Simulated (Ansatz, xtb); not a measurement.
Redistribution: C3H10OSi + SiH(SiH3)F2 → C2H8OSi + CH6F2Si2

Species: C3H10OSi `CO[SiH](C)C`, singlet; SiH(SiH3)F2, singlet; C2H8OSi `CO[SiH2]C`, singlet; CH6F2Si2 `C[SiH2][SiH](F)F`, singlet. The partners trade CH3 for H; both sit on Si, so the bond types are kept.

Shapes, held fixed at every level: PBE0-D4/def2-TZVP. Flexible molecules stand in one conformer, not always the lowest. Programs: Ansatz 0.2.0, xtb 6.7.1. The zero-point and thermal change to 298 K, harmonic and unscaled (PBE0-D4/def2-TZVP), is +1.6 kJ/mol.

| level | kind | ΔH(298 K) (kJ/mol) | less CCSD(T)/CBS estimate |
| --- | --- | --- | --- |
| GFN1-xTB | semi-empirical | -13.2 | -24.0 |
| HF/def2-TZVPP | Hartree–Fock | +9.0 | -1.8 |
| SPW92/def2-TZVPP | LDA | +12.7 | +1.9 |
| B3LYP-D4/def2-TZVPP | global hybrid | +9.8 | -1.0 |
| BHLYP-D4/def2-TZVPP | global hybrid | +10.0 | -0.8 |
| wB97X-V/def2-TZVPP | range-separated hybrid | +10.5 | -0.3 |
| CCSD/def2-SVP | coupled cluster or CI | +10.1 | -0.7 |
| CCSD/def2-TZVPP | coupled cluster or CI | +11.2 | +0.4 |
| CCSD(T)/CBS estimate | coupled cluster or CI | +10.8 | 0.0 |

The highest level, CCSD(T)/CBS estimate, gives ΔH(298 K) = +10.8 kJ/mol; the levels span -13.2 to +12.7. They disagree on the sign: 8 of 9 are positive. The column of differences is taken from that level and isn't an error. No measured value is set beside it here. The CBS estimate extrapolates MP2 from def2-TZVPP and def2-QZVPP and adds CCSD(T) − MP2 in the triple-zeta set, cores frozen.

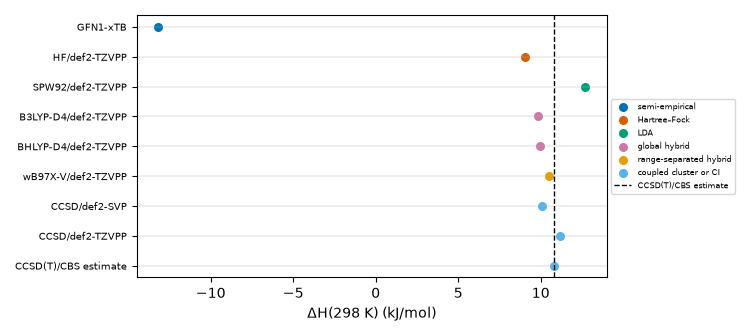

The values of the table, level by level.
